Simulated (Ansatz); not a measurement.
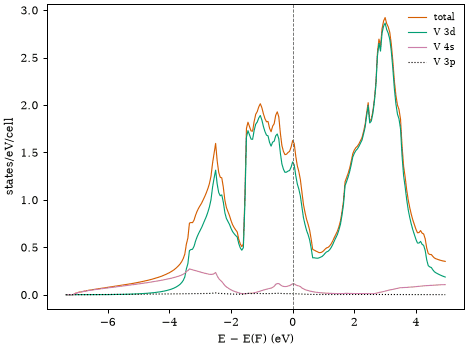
Fig. 1. Total and projected density of states of V (simple rhombohedral, R-3m), r²SCAN (plane waves, PAW; program Ansatz)

**Question.** Which orbitals carry the states next to the Fermi level?

**Answer.** Within 0.5 eV of the Fermi level: V 3d 87 %, V 4s 6 %, outside the projected shells 6 %. Projections are on Löwdin-orthogonalised atomic valence shells; empty p or d shells of many metals are not among them.

**Question.** Where is the tallest occupied peak in this window, and what makes it?

**Answer.** Near -1.0 eV, about 2.0 states/eV per cell; the largest projected share is V 3d.

The start of the workflow was typed in or built on a structure type; neither database checked (COD, Materials Project) lists it. It is not the phase usual at ambient conditions (space group No. 229). The r²SCAN relaxation kept the symmetry of its start; whether a distortion lowers the energy is not shown. The workflow began spin-polarised and lost its moments. The cell computed holds one magnetic atom, so no antiferromagnetic order was within reach. The volume moved by 25 % from the start of the relaxation.

Potentials: the earlier of the program's two PAW sets.
